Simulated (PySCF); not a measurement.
**CH₁₀B₂NP: electronic excitations at several levels of theory**

How much do the electronic excitations of CH₁₀B₂NP (`BNC[BH2-][PH3+]`) depend on the level of theory, and what does each level cost?

The runs use PySCF 2.14.0, with density-fitted response routines of our own; the level of theory stands in each step. All values are computed, except where a source is named. Atoms count from 0, in the outputs and in this text.

## 1. The molecule as given

15 atoms, charge 0, multiplicity 1; geometry from: GFN2-xTB. The atoms were then displaced at random by about 0.01 Å, so the start is not that level's minimum.

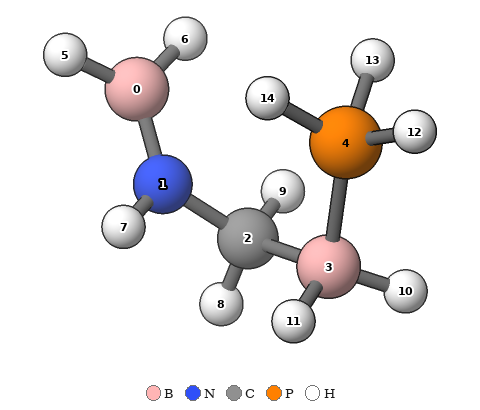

The starting geometry (boron pink, nitrogen blue, carbon grey, phosphorus orange, hydrogen white), atoms numbered.

## 2. Geometry optimisation at PBE0-D3(BJ)/def2-SVP

What the job is given:

```
{"job": {"xc": "PBE0", "basis": "def2-SVP", "d3": "d3bj", "grid": 1, "shake": 0.01, "kind": "geom"}, "charge": 0, "multiplicity": 1}
B     -1.659970     1.083170     0.482300
N     -1.279110    -0.170740     0.170290
C     -0.721220    -0.663290    -1.084530
B      0.889180    -1.134450    -0.879370
P      1.656700     0.369010     0.003380
H     -2.097100     1.338380     1.552880
H     -1.579840     1.952730    -0.333230
H     -1.324280    -0.902770     0.850660
H     -1.323380    -1.480670    -1.425670
H     -0.786500     0.142490    -1.800030
H      1.449200    -1.274690    -1.885960
H      1.002880    -2.054490    -0.119960
H      2.998430     0.437690     0.224660
H      1.503660     1.624940    -0.557060
H      1.256020     0.715300     1.288720
```

On the command line:

```sh
OMP_NUM_THREADS=1 python probes_run.py task.json out
```

One launch serves the whole session: the jobs run in the order shown.

Log:

```text
step   0  E = -489.39843348  max force = 0.043863
step   1  E = -489.40959660  max force = 0.005773
step   2  E = -489.41019257  max force = 0.001651
step   3  E = -489.41032151  max force = 0.002397
step   4  E = -489.41040617  max force = 0.001791
step   5  E = -489.41043540  max force = 0.000501
step   6  E = -489.41044654  max force = 0.000357
optimisation converged
```

Run time: 42 s. Hardware: 1 thread of Arm Neoverse V1, shared host; peak memory 0.52 GiB.

Along the way:

```csv
step,energy from step 0 (eV),largest force component (eV/Å)
0,0.0000,2.2555
1,-0.3038,0.2969
2,-0.3200,0.0849
3,-0.3235,0.1233
4,-0.3258,0.0921
5,-0.3266,0.0258
6,-0.3269,0.0184
```

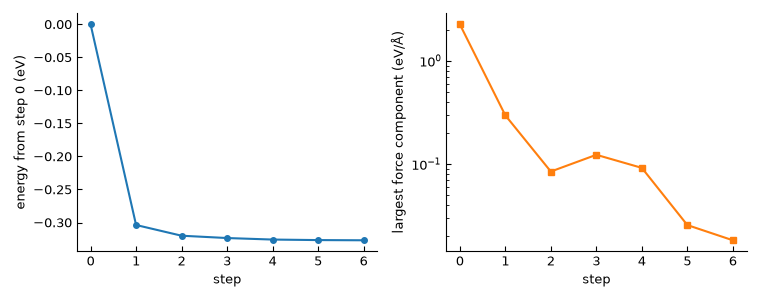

Energy and force, step by step.

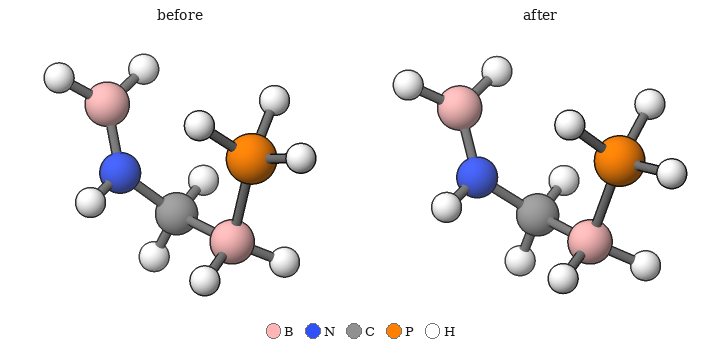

Before and after, at one scale.

Close pairs (by a distance rule), those that changed most:

```csv
bond,before (Å),after (Å),change (Å)
C2–B3,1.690,1.617,-0.074
B3–H10,1.160,1.224,+0.064
P4–H12,1.362,1.415,+0.054
B3–P4,1.905,1.950,+0.045
B0–N1,1.347,1.384,+0.037
C2–H8,1.071,1.106,+0.035
P4–H13,1.384,1.417,+0.034
B3–H11,1.198,1.227,+0.029
```

The final coordinates are the input of the step that follows.

```csv
at the end point,value
point group (found at 0.08 Å tolerance),C1
"rotational constants (GHz, main isotopes)","5.773, 2.300, 1.815"
dipole moment (D),3.34
```

## 3. Excited states and response: PBE0/def2-SVP

What the job is given:

```
{"job": {"kind": "uv", "xc": "PBE0", "basis": "def2-SVP"}, "charge": 0, "multiplicity": 1}
B     -1.996829     1.497082     0.274288
N     -1.522706     0.239930    -0.058663
C     -0.862305    -0.183111    -1.287082
B      0.673629    -0.640430    -1.073545
P      1.634690     0.852364    -0.267131
H     -2.478255     1.675776     1.371463
H     -1.902584     2.396574    -0.535217
H     -1.581022    -0.501916     0.632603
H     -1.413298    -1.033516    -1.730285
H     -0.953537     0.641192    -2.013213
H      1.309478    -0.839262    -2.100930
H      0.842013    -1.526821    -0.242092
H      3.033840     0.683706    -0.136061
H      1.587919     2.107254    -0.924658
H      1.301985     1.252722     1.048991
```

With the program's defaults for keys left out, this is: TDDFT PBE0/def2-SVP, vertical, gas phase, core orbitals frozen in the response.

Log:

```text
coarse grid: 12144 points
cycle   1  E = -489.2868137057  dE =  1.665e-01  |g| = 3.943e-01  |ddm| = 3.546e+00
cycle   2  E = -489.2848409329  dE =  1.973e-03  |g| = 4.241e-01  |ddm| = 1.156e+00
cycle   3  E = -489.3404596622  dE = -5.562e-02  |g| = 9.157e-02  |ddm| = 5.882e-01
cycle   4  E = -489.3424366408  dE = -1.977e-03  |g| = 2.716e-02  |ddm| = 9.931e-02
cycle   5  E = -489.3426029554  dE = -1.663e-04  |g| = 8.510e-03  |ddm| = 2.849e-02
cycle   6  E = -489.3426203785  dE = -1.742e-05  |g| = 1.517e-03  |ddm| = 9.515e-03
cycle   7  E = -489.3426209402  dE = -5.616e-07  |g| = 3.401e-04  |ddm| = 1.703e-03
final grid: 110264 points
cycle   8  E = -489.3993781719  dE = -2.533e-05  |g| = 6.611e-03  |ddm| = 3.204e-02
cycle   9  E = -489.3993682059  dE =  9.966e-06  |g| = 9.227e-03  |ddm| = 1.590e-02
cycle  10  E = -489.3993900734  dE = -2.187e-05  |g| = 1.179e-03  |ddm| = 9.080e-03
cycle  11  E = -489.3993904294  dE = -3.560e-07  |g| = 1.801e-04  |ddm| = 1.183e-03
cycle  12  E = -489.3993904366  dE = -7.151e-09  |g| = 6.092e-05  |ddm| = 2.415e-04
cycle  13  E = -489.3993904375  dE = -9.833e-10  |g| = 8.926e-06  |ddm| = 8.092e-05
converged SCF energy = -489.3993904375

Static polarisability (au): isotropic 71.324, principal 61.714 70.087 82.172

Singlet excitations
state   eV       nm        f      main configurations
  1   6.2436    198.6   0.03050   H->L 0.84, H->L+1 0.10
  2   6.4986    190.8   0.02451   H->L+1 0.83
  3   6.7530    183.6   0.02137   H->L+2 0.87
  4   7.0986    174.7   0.08558   H->L+3 0.61, H-2->L 0.14
  5   7.1852    172.6   0.05877   H-2->L 0.37, H->L+3 0.29, H-1->L 0.09
  6   7.4492    166.4   0.00789   H-1->L 0.62, H-1->L+1 0.18, H-2->L 0.15
  7   7.6765    161.5   0.00294   H-1->L+1 0.47, H-3->L 0.20, H-2->L 0.18
  8   7.7325    160.3   0.01001   H-3->L 0.34, H-1->L+1 0.27, H-1->L 0.16
  9   7.9715    155.5   0.00552   H->L+4 0.80, H-1->L+2 0.14
 10   7.9967    155.0   0.02845   H-1->L+2 0.46, H-2->L+1 0.23

Triplet excitations (Tamm-Dancoff, eV): 4.9683 6.1941 6.5085 6.5447
```

Run time: 15 s. Hardware: 1 thread of Arm Neoverse V1, shared host; peak memory 0.66 GiB.

The orbitals next to the gap, with their largest atomic shares:

```csv
orbital,eV,atoms
HOMO−3,-8.82,"B3 24 %, H10 17 %, P4 17 %"
HOMO−2,-8.46,"B0 24 %, B3 16 %, H5 15 %"
HOMO−1,-8.36,"B3 30 %, H11 28 %, C2 9 %"
HOMO,-7.04,"N1 40 %, B0 18 %, C2 17 %"
LUMO,0.26,"B0 34 %, P4 25 %, H12 18 %"
LUMO+1,0.56,"P4 42 %, H14 26 %, B0 8 %"
LUMO+2,0.71,"P4 41 %, H13 38 %, B0 6 %"
```

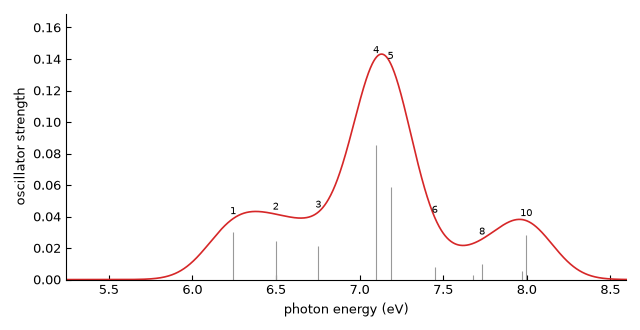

Absorption spectrum from the 10 singlet states computed; above the last one it falls off for lack of states. Lines are broadened to a width of 0.40 eV (Gaussian).

Further results of this job:

```csv
property,computed
dipole moment (D),3.34
polarisability (Å³),10.57
HOMO–LUMO gap (eV),7.31
−ε(HOMO) (eV),7.04
```

## 4. Excited states and response: PBE0/def2-TZVP

The job, as its differences from that of step 3:

```diff
@@ -1,2 +1,2 @@
-{"job": {"kind": "uv", "xc": "PBE0", "basis": "def2-SVP"}, "charge": 0, "multiplicity": 1}
+{"job": {"kind": "uv", "xc": "PBE0", "basis": "def2-TZVP"}, "charge": 0, "multiplicity": 1}
 B     -1.996829     1.497082     0.274288
```

With the program's defaults for keys left out, this is: TDDFT PBE0/def2-TZVP, vertical, gas phase, core orbitals frozen in the response.

Log:

```text
coarse grid: 12144 points
cycle   1  E = -489.6205290056  dE =  1.900e-01  |g| = 4.421e-01  |ddm| = 2.560e+00
cycle   2  E = -489.6073900168  dE =  1.314e-02  |g| = 4.995e-01  |ddm| = 1.034e+00
cycle   3  E = -489.6805416637  dE = -7.315e-02  |g| = 1.058e-01  |ddm| = 5.843e-01
cycle   4  E = -489.6830123139  dE = -2.471e-03  |g| = 3.356e-02  |ddm| = 8.214e-02
cycle   5  E = -489.6832557078  dE = -2.434e-04  |g| = 1.025e-02  |ddm| = 2.466e-02
cycle   6  E = -489.6832795572  dE = -2.385e-05  |g| = 2.055e-03  |ddm| = 9.108e-03
cycle   7  E = -489.6832805267  dE = -9.696e-07  |g| = 4.639e-04  |ddm| = 1.549e-03
final grid: 110264 points
cycle   8  E = -489.6757014643  dE = -5.453e-05  |g| = 7.583e-03  |ddm| = 5.456e-02
cycle   9  E = -489.6756912773  dE =  1.019e-05  |g| = 9.818e-03  |ddm| = 1.385e-02
cycle  10  E = -489.6757143473  dE = -2.307e-05  |g| = 1.628e-03  |ddm| = 7.778e-03
cycle  11  E = -489.6757149311  dE = -5.837e-07  |g| = 2.744e-04  |ddm| = 1.108e-03
cycle  12  E = -489.6757149472  dE = -1.611e-08  |g| = 1.026e-04  |ddm| = 2.836e-04
cycle  13  E = -489.6757149497  dE = -2.529e-09  |g| = 1.790e-05  |ddm| = 8.332e-05
cycle  14  E = -489.6757149498  dE = -8.708e-11  |g| = 2.513e-06  |ddm| = 1.974e-05
converged SCF energy = -489.6757149498

Static polarisability (au): isotropic 79.203, principal 67.969 81.129 88.511

Singlet excitations
state   eV       nm        f      main configurations
  1   6.0170    206.1   0.02104   H->L 0.80, H->L+1 0.14
  2   6.2362    198.8   0.01909   H->L+1 0.77, H->L+2 0.13
  3   6.4402    192.5   0.01955   H->L+2 0.83
  4   6.6999    185.1   0.12257   H->L+3 0.88
  5   7.0005    177.1   0.00147   H-2->L 0.43, H-1->L 0.25, H-3->L 0.08
  6   7.2106    171.9   0.00798   H->L+4 0.75
  7   7.2788    170.3   0.00942   H-1->L 0.44, H-1->L+1 0.22, H-2->L 0.11
  8   7.4288    166.9   0.01060   H->L+5 0.33, H-1->L+1 0.21, H-2->L 0.17
  9   7.4533    166.3   0.01495   H->L+5 0.41, H-1->L+1 0.34, H-1->L 0.09
 10   7.5134    165.0   0.00352   H-3->L 0.35, H->L+5 0.17, H-2->L+1 0.15

Triplet excitations (Tamm-Dancoff, eV): 4.8983 5.9722 6.2150 6.4225
```

Wall time 38 s (1 thread of Arm Neoverse V1, shared host); peak memory 0.87 GiB.

In short: HOMO -7.12 eV, LUMO -0.01 eV; lowest singlet 6.02 eV.

## 5. Ultraviolet spectrum: PBE0/aug-cc-pVDZ

The job, as its differences from that of step 4:

```diff
@@ -1,2 +1,2 @@
-{"job": {"kind": "uv", "xc": "PBE0", "basis": "def2-TZVP"}, "charge": 0, "multiplicity": 1}
+{"job": {"kind": "uv", "xc": "PBE0", "basis": "aug-cc-pVDZ"}, "charge": 0, "multiplicity": 1}
 B     -1.996829     1.497082     0.274288
```

Method: TDDFT PBE0/aug-cc-pVDZ, vertical, gas phase, core orbitals frozen in the response.

Log:

```text
coarse grid: 12144 points
cycle   1  E = -489.5497456494  dE =  2.321e-01  |g| = 4.129e-01  |ddm| = 1.028e+01
cycle   2  E = -489.5378541277  dE =  1.189e-02  |g| = 4.730e-01  |ddm| = 3.201e+00
cycle   3  E = -489.6068238097  dE = -6.897e-02  |g| = 9.846e-02  |ddm| = 1.359e+00
cycle   4  E = -489.6091491737  dE = -2.325e-03  |g| = 2.768e-02  |ddm| = 2.203e-01
cycle   5  E = -489.6093215981  dE = -1.724e-04  |g| = 9.505e-03  |ddm| = 1.006e-01
cycle   6  E = -489.6093438364  dE = -2.224e-05  |g| = 1.579e-03  |ddm| = 2.312e-02
cycle   7  E = -489.6093444394  dE = -6.030e-07  |g| = 3.654e-04  |ddm| = 4.617e-03
final grid: 110264 points
cycle   8  E = -489.6258961316  dE = -2.950e-05  |g| = 7.035e-03  |ddm| = 2.034e-01
cycle   9  E = -489.6258843923  dE =  1.174e-05  |g| = 9.897e-03  |ddm| = 4.438e-02
cycle  10  E = -489.6259096741  dE = -2.528e-05  |g| = 1.292e-03  |ddm| = 1.918e-02
cycle  11  E = -489.6259100997  dE = -4.257e-07  |g| = 2.092e-04  |ddm| = 3.434e-03
cycle  12  E = -489.6259101092  dE = -9.483e-09  |g| = 7.635e-05  |ddm| = 5.959e-04
cycle  13  E = -489.6259101108  dE = -1.560e-09  |g| = 1.288e-05  |ddm| = 2.167e-04
cycle  14  E = -489.6259101108  dE = -5.002e-11  |g| = 1.783e-06  |ddm| = 5.229e-05
converged SCF energy = -489.6259101108

Static polarisability (au): isotropic 83.242, principal 71.934 85.735 92.057

Singlet excitations
state   eV       nm        f      main configurations
  1   5.7338    216.2   0.00413   H->L 0.96
  2   6.0029    206.5   0.00263   H->L+1 0.56, H->L+2 0.39
  3   6.1873    200.4   0.09233   H->L+2 0.52, H->L+1 0.40
  4   6.2173    199.4   0.01554   H->L+3 0.95
  5   6.6098    187.6   0.03344   H->L+4 0.68, H->L+5 0.22
  6   6.7341    184.1   0.00440   H->L+5 0.63, H->L+4 0.20, H->L+6 0.09
  7   6.8280    181.6   0.02310   H->L+6 0.84
  8   6.8840    180.1   0.00324   H-1->L 0.32, H-2->L 0.20, H-2->L+1 0.17
  9   6.9806    177.6   0.00462   H-1->L 0.61, H-2->L 0.26
 10   7.1865    172.5   0.02868   H->L+7 0.82

Triplet excitations (Tamm-Dancoff, eV): 4.8559 5.7493 5.8927 6.1423
```

Run time: 37 s. Hardware: 1 thread of Arm Neoverse V1, shared host; peak memory 0.84 GiB.

This run: HOMO -7.10 eV, LUMO -0.51 eV; lowest singlet 5.73 eV.

## 6. TDDFT and polarisability: PBE0/def2-TZVPD

The job, as its differences from that of step 5:

```diff
@@ -1,2 +1,2 @@
-{"job": {"kind": "uv", "xc": "PBE0", "basis": "aug-cc-pVDZ"}, "charge": 0, "multiplicity": 1}
+{"job": {"kind": "uv", "xc": "PBE0", "basis": "def2-TZVPD"}, "charge": 0, "multiplicity": 1}
 B     -1.996829     1.497082     0.274288
```

Level: TDDFT PBE0/def2-TZVPD, vertical, gas phase, core orbitals frozen in the response.

Log:

```text
coarse grid: 12144 points
cycle   1  E = -489.6212960556  dE =  1.891e-01  |g| = 4.421e-01  |ddm| = 3.012e+00
cycle   2  E = -489.6072937062  dE =  1.400e-02  |g| = 5.017e-01  |ddm| = 1.216e+00
cycle   3  E = -489.6813148066  dE = -7.402e-02  |g| = 1.062e-01  |ddm| = 5.959e-01
cycle   4  E = -489.6837982636  dE = -2.483e-03  |g| = 3.384e-02  |ddm| = 9.967e-02
cycle   5  E = -489.6840461957  dE = -2.479e-04  |g| = 1.031e-02  |ddm| = 3.202e-02
cycle   6  E = -489.6840703397  dE = -2.414e-05  |g| = 2.088e-03  |ddm| = 9.760e-03
cycle   7  E = -489.6840713405  dE = -1.001e-06  |g| = 4.643e-04  |ddm| = 2.208e-03
final grid: 110264 points
cycle   8  E = -489.6764949818  dE = -5.924e-05  |g| = 7.607e-03  |ddm| = 2.085e-01
cycle   9  E = -489.6764846267  dE =  1.036e-05  |g| = 9.872e-03  |ddm| = 1.702e-02
cycle  10  E = -489.6765079531  dE = -2.333e-05  |g| = 1.636e-03  |ddm| = 8.061e-03
cycle  11  E = -489.6765085410  dE = -5.879e-07  |g| = 2.794e-04  |ddm| = 1.364e-03
cycle  12  E = -489.6765085577  dE = -1.668e-08  |g| = 1.058e-04  |ddm| = 3.711e-04
cycle  13  E = -489.6765085604  dE = -2.696e-09  |g| = 1.881e-05  |ddm| = 1.059e-04
cycle  14  E = -489.6765085605  dE = -9.686e-11  |g| = 2.610e-06  |ddm| = 3.010e-05
converged SCF energy = -489.6765085605

Static polarisability (au): isotropic 83.005, principal 71.503 85.768 91.745

Singlet excitations
state   eV       nm        f      main configurations
  1   5.8911    210.5   0.00853   H->L 0.82, H->L+1 0.11
  2   5.9961    206.8   0.00538   H->L+1 0.77, H->L 0.13, H->L+2 0.09
  3   6.2235    199.2   0.02062   H->L+2 0.72, H->L+3 0.20
  4   6.3146    196.3   0.09205   H->L+3 0.73, H->L+2 0.15
  5   6.7583    183.5   0.02737   H->L+4 0.92
  6   6.9347    178.8   0.00053   H-2->L 0.21, H-1->L 0.18, H-2->L+1 0.15
  7   6.9779    177.7   0.02806   H->L+5 0.76, H->L+6 0.11
  8   7.1492    173.4   0.00795   H-1->L 0.68, H-2->L 0.18
  9   7.2188    171.8   0.00513   H-1->L+1 0.57, H-1->L+2 0.15, H->L+6 0.10
 10   7.2644    170.7   0.00592   H->L+6 0.70, H->L+5 0.12

Triplet excitations (Tamm-Dancoff, eV): 4.8797 5.8798 5.9175 6.1669
```

It took 56 s on 1 thread of Arm Neoverse V1, shared host; peak memory 0.97 GiB.

This run: HOMO -7.13 eV, LUMO -0.30 eV; lowest singlet 5.89 eV.

## 7. TDDFT and polarisability: PBE0/6-31+G*

The job, as its differences from that of step 6:

```diff
@@ -1,2 +1,2 @@
-{"job": {"kind": "uv", "xc": "PBE0", "basis": "def2-TZVPD"}, "charge": 0, "multiplicity": 1}
+{"job": {"kind": "uv", "xc": "PBE0", "basis": "6-31+G*"}, "charge": 0, "multiplicity": 1}
 B     -1.996829     1.497082     0.274288
```

Level: TDDFT PBE0/6-31+G*, vertical, gas phase, core orbitals frozen in the response.

Log:

```text
coarse grid: 12144 points
cycle   1  E = -489.5715196137  dE =  2.152e-01  |g| = 4.152e-01  |ddm| = 3.166e+00
cycle   2  E = -489.5630230732  dE =  8.497e-03  |g| = 4.649e-01  |ddm| = 1.542e+00
cycle   3  E = -489.6295559654  dE = -6.653e-02  |g| = 9.736e-02  |ddm| = 9.016e-01
cycle   4  E = -489.6318057516  dE = -2.250e-03  |g| = 2.676e-02  |ddm| = 1.175e-01
cycle   5  E = -489.6319654648  dE = -1.597e-04  |g| = 9.059e-03  |ddm| = 3.285e-02
cycle   6  E = -489.6319853725  dE = -1.991e-05  |g| = 1.550e-03  |ddm| = 1.166e-02
cycle   7  E = -489.6319859603  dE = -5.877e-07  |g| = 3.396e-04  |ddm| = 1.986e-03
final grid: 110264 points
cycle   8  E = -489.5879626114  dE = -2.157e-05  |g| = 7.172e-03  |ddm| = 4.001e-02
cycle   9  E = -489.5879516665  dE =  1.094e-05  |g| = 9.888e-03  |ddm| = 1.997e-02
cycle  10  E = -489.5879769680  dE = -2.530e-05  |g| = 1.332e-03  |ddm| = 1.149e-02
cycle  11  E = -489.5879774268  dE = -4.588e-07  |g| = 1.821e-04  |ddm| = 1.373e-03
cycle  12  E = -489.5879774338  dE = -6.984e-09  |g| = 6.757e-05  |ddm| = 3.140e-04
cycle  13  E = -489.5879774350  dE = -1.192e-09  |g| = 1.033e-05  |ddm| = 8.556e-05
cycle  14  E = -489.5879774350  dE = -3.206e-11  |g| = 1.119e-06  |ddm| = 2.059e-05
converged SCF energy = -489.5879774350

Static polarisability (au): isotropic 76.279, principal 66.292 76.739 85.806

Singlet excitations
state   eV       nm        f      main configurations
  1   5.7610    215.2   0.00683   H->L 0.96
  2   6.0236    205.8   0.00329   H->L+1 0.85, H->L+2 0.12
  3   6.2783    197.5   0.10385   H->L+2 0.78, H->L+1 0.12
  4   6.3385    195.6   0.02382   H->L+3 0.95
  5   6.7612    183.4   0.03701   H->L+4 0.76, H->L+5 0.13
  6   6.9272    179.0   0.00419   H->L+5 0.68, H->L+4 0.13, H->L+6 0.12
  7   6.9770    177.7   0.00492   H-1->L 0.38, H-2->L 0.24, H-2->L+2 0.12
  8   7.0601    175.6   0.03625   H->L+6 0.82, H->L+5 0.13
  9   7.0744    175.3   0.00354   H-1->L 0.55, H-2->L 0.32
 10   7.3300    169.1   0.02017   H-1->L+1 0.25, H-3->L 0.23, H-2->L 0.19

Triplet excitations (Tamm-Dancoff, eV): 4.8864 5.7977 5.8957 6.2417
```

Run time: 15 s. Hardware: 1 thread of Arm Neoverse V1, shared host; peak memory 0.66 GiB.

This run: HOMO -7.06 eV, LUMO -0.42 eV; lowest singlet 5.76 eV.

## 8. Comparing the runs: electronic excitations

Excitations and ground-state properties, with basis size and wall time:

```csv
run,lowest singlet (eV),brightest (eV),f,gap (eV),α (Å³),μ (D),functions,time
PBE0/def2-SVP,6.24,7.10,0.086,7.31,10.57,3.34,124,15 s
PBE0/def2-TZVP,6.02,6.70,0.123,7.10,11.74,3.12,221,38 s
PBE0/aug-cc-pVDZ,5.73,6.19,0.092,6.59,12.34,3.17,209,37 s
PBE0/def2-TZVPD,5.89,6.31,0.092,6.83,12.30,3.09,281,56 s
PBE0/6-31+G*,5.76,6.28,0.104,6.64,11.30,3.30,114,15 s
```

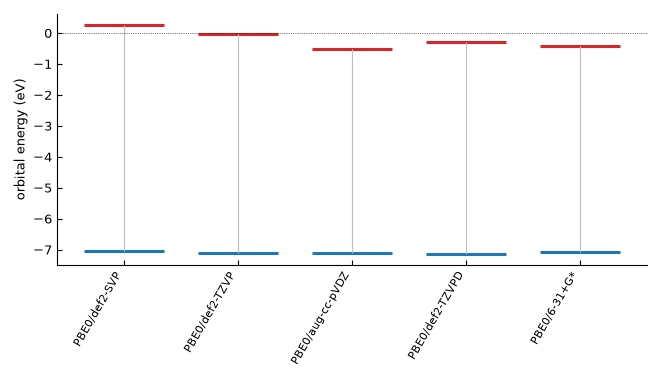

HOMO (blue) and LUMO (red) run by run.

## 9. Results

| quantity | value |
| --- | --- |
| point group | C1 |
| rotational constants (main isotopes) | 5.77, 2.30, 1.81 GHz |
| lowest singlet (PBE0/def2-SVP) | 6.24 eV (199 nm), f = 0.030 |
| brightest single state of those computed | state 4, 7.10 eV, f = 0.086 |
| lowest triplet | 4.97 eV |
| range of the lowest singlet | 5.73 to 6.24 eV |

In words: Single values in the summary come from the first sound run of each kind (PBE0/def2-SVP), which need not be the best level. The start of the PBE0/def2-SVP relaxation was shaken at random by about 0.01 Å, so part of the energy gained, and of the first lengths quoted, undoes that. Relaxing lowered the energy by 0.327 eV in 6 steps; the close pair that moved most is C2–B3, from 1.690 to 1.617 Å. No frequency check was run at this level, so the end point may be a saddle. The lowest singlet, at 6.24 eV, is HOMO→LUMO 0.84, HOMO→LUMO+1 0.10 and is weak; of the 10 states computed, the strongest absorption comes from state 4 at 7.10 eV. The lowest triplet lies 1.28 eV below the lowest singlet (triplets in Tamm-Dancoff, singlets in full TDDFT). At PBE0/def2-SVP, states above −ε(HOMO) (7.04 eV) lie where TDDFT describes them poorly and they hang on the basis; the brightest is among them. The basis of PBE0/def2-SVP has no diffuse functions, so Rydberg states are missing and the high states are unreliable. The lowest singlet runs from 5.73 eV (PBE0/aug-cc-pVDZ) to 6.24 eV (PBE0/def2-SVP), while the orbital gap spans 6.59 to 7.31 eV. The lowest state need not be the same one in every run.
